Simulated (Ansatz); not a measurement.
# CH5BO2 (SMILES COBO) at PBE/cc-pVDZ

Aim: the vertical ionisation energy of CH5BO2 at PBE/cc-pVDZ, from 2 runs. 

The calculation is run with Ansatz 0.2.0.

70 further runs of the same task are left out: 70 set aside as unsound or not needed.

## (1) Starting point

CH5BO2 has 9 atoms, charge 0, and is taken as a singlet. SMILES: `COBO`. The shape is that of a PBE0-D4/def2-TZVP optimisation. This is one conformer, not always the lowest.

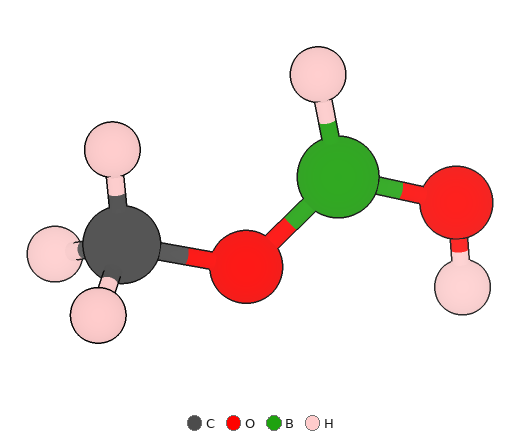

The structure, seen from a chosen angle (carbon dark grey, oxygen red, boron green, hydrogen pink).

## (2) The energy at PBE/cc-pVDZ

run.yaml reads:

```yaml
crystal:
  periodic: [false, false, false]
  atoms:
    - {symbol: C, position_ang: [0.281800, 0.801900, -1.057400]}
    - {symbol: O, position_ang: [-0.113500, 0.454800, 0.251000]}
    - {symbol: B, position_ang: [-0.134900, -0.834100, 0.671600]}
    - {symbol: O, position_ang: [-0.524600, -1.118500, 1.938500]}
    - {symbol: H, position_ang: [0.568100, -0.079800, -1.637600]}
    - {symbol: H, position_ang: [1.131400, 1.486400, -1.006200]}
    - {symbol: H, position_ang: [-0.544800, 1.307500, -1.561700]}
    - {symbol: H, position_ang: [0.183900, -1.738400, -0.047600]}
    - {symbol: H, position_ang: [-0.758900, -0.326300, 2.432200]}
basis:
  gaussian:
    orbitals: cc-pVDZ
hamiltonian:
  xc: {name: PBE}
accuracy: high
output:
  orbitals: {seedname: orbitals}
```

Launch:

```
$ ansatz run run.yaml --threads 1 --pin off --max-ram 3480MiB --events-out events.jsonl --progress --plain --runs-dir runs
```

Log:

```text
Warning: RAYON_NUM_THREADS=1 ignored (pool sized by the plan → 1); use --threads N
Functional definition: PBE
  name "PBE"
  parameter kappa = 0.804
  parameter beta = 0.06672455060314922
  exchange = pbe_x(kappa = kappa, mu = beta*pi^2/3)
  correlation = pbe_c(beta = beta)
1902 factors; integrals over basis functions are off by at most 5.7e-9 eV
mean field evaluation 1: about -5876.4585 eV, gradient 6.3e1 eV
mean field evaluation 2: about -5862.0402 eV, gradient 1.1e2 eV
mean field evaluation 4: about -5884.2383 eV, gradient 4.4e0 eV
mean field evaluation 8: about -5884.2787 eV, gradient 1.9e-1 eV
mean field evaluation 16: about -5884.2788 eV, gradient 1.2e-6 eV
mean field -5884.27879536 eV, -216.2432572221 hartree, gradient 2.2e-8 eV, S^2 0.000000; 0 other end points of the search recorded, 0 dependent functions left out
reference -5884.27879864 eV, -216.2432573426 hartree; 16, 16 occupied and 65, 65 virtual orbitals, 1902 factors
Total energy: -5884.27879864 eV, -216.2432573426 hartree
```

Run time: 5.4 s. Hardware: 1 thread of Arm Neoverse V2, shared host; peak memory 0.2 GiB.

## (3) The doublet cation, same level

input.yaml reads:

```yaml
crystal:
  periodic: [false, false, false]
  atoms:
    - symbol: C
      position_ang: [0.281800, 0.801900, -1.057400]
    - symbol: O
      position_ang: [-0.113500, 0.454800, 0.251000]
    - symbol: B
      position_ang: [-0.134900, -0.834100, 0.671600]
    - symbol: O
      position_ang: [-0.524600, -1.118500, 1.938500]
    - symbol: H
      position_ang: [0.568100, -0.079800, -1.637600]
    - symbol: H
      position_ang: [1.131400, 1.486400, -1.006200]
    - symbol: H
      position_ang: [-0.544800, 1.307500, -1.561700]
    - symbol: H
      position_ang: [0.183900, -1.738400, -0.047600]
    - symbol: H
      position_ang: [-0.758900, -0.326300, 2.432200]
basis:
  gaussian:
    orbitals: cc-pVDZ
magnetization:
  spin_polarized: true
  initial_magnetization: 1
output: {orbitals: {seedname: orbitals}}
total_charge: 1
accuracy: high
hamiltonian:
  xc: pbe
```

Launch:

```
$ ansatz run input.yaml --threads 1 --pin off --max-ram 3480MiB --events-out events.jsonl --progress --plain --runs-dir runs
```

Log:

```text
Warning: RAYON_NUM_THREADS=1 ignored (pool sized by the plan → 1); use --threads N
[... 6 set-up lines as earlier in the session ...]
1901 factors; integrals over basis functions are off by at most 5.7e-9 eV
mean field evaluation 1: about -5854.4471 eV, gradient 6.9e1 eV
mean field evaluation 2: about -5791.9865 eV, gradient 1.4e2 eV
mean field evaluation 4: about -5869.1248 eV, gradient 2.9e1 eV
mean field evaluation 8: about -5873.8675 eV, gradient 2.3e-1 eV
mean field evaluation 16: about -5873.8636 eV, gradient 1.1e-4 eV
mean field evaluation 32: about -5873.7675 eV, gradient 1.0e0 eV
mean field -5873.86361656 eV, -215.8605064607 hartree, gradient 7.4e-8 eV, S^2 0.754941; 6 other end points of the search recorded, 0 dependent functions left out
reference -5873.86361979 eV, -215.8605065796 hartree; 16, 15 occupied and 65, 66 virtual orbitals, 1901 factors
Total energy: -5873.86361979 eV, -215.8605065796 hartree
```

Wall time 12 s (1 thread of Arm Neoverse V2, shared host); peak memory 0.26 GiB.

## (4) Results

At PBE/cc-pVDZ:

| quantity | value |
| --- | --- |
| singlet CH5BO2: total energy | -216.24326 Eh |
| singlet CH5BO2: HOMO energy | -6.76 eV |
| singlet CH5BO2: LUMO energy | 0.40 eV |
| singlet CH5BO2: HOMO–LUMO gap | 7.16 eV |
| doublet cation: total energy | -215.86051 Eh |
| doublet cation: HOMO energy (highest over α and β) | -14.30 eV |
| doublet cation: LUMO energy (lowest over α and β) | -14.05 eV |
| doublet cation: ⟨S²⟩ | 0.755 |
| vertical ionisation energy (to the doublet cation) | 10.415 eV |

Removing an electron at fixed nuclei costs 10.42 eV (240 kcal/mol). −ε(HOMO) before ionisation, 6.76 eV, is 3.66 eV below this ionisation energy.
